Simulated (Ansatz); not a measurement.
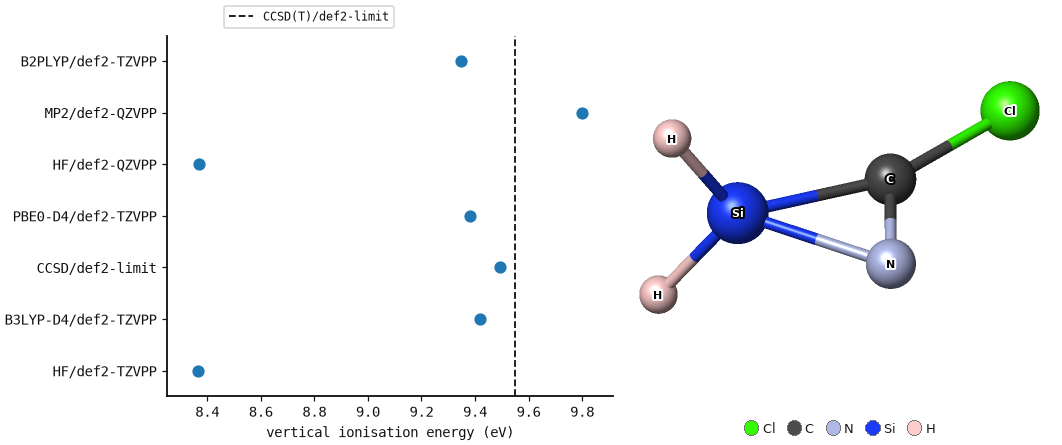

Vertical ionisation energy of CH₂ClNSi, SMILES ClC1=N[SiH2]1, taken as the energy of the cation less that of the neutral at fixed geometry (unrestricted doublet cation, cores frozen in correlated methods, no spin-orbit coupling), the Ansatz code 0.2.0, at a PBE0-D4/def2-TZVP geometry (a minimum by its frequencies). Limit means an estimate of the basis limit from triple and quadruple zeta; for coupled cluster it is either extrapolated directly or built as the MP2 limit plus the step from MP2 in triple zeta. B2PLYP/def2-TZVPP holds a correlation term that converges slowly with the basis, so part of the distance to the limit is basis error. The distance of MP2/def2-QZVPP to the limit includes basis error.

**Which level comes closest to the line (CCSD(T)/def2-limit), and which misses most?**

Closest CCSD/def2-limit (9.49 eV), against 9.55 eV; farthest HF/def2-TZVPP (8.37 eV).

**What range do the values span, the line included?**

From 8.37 eV (HF/def2-TZVPP) to 9.80 eV (MP2/def2-QZVPP).
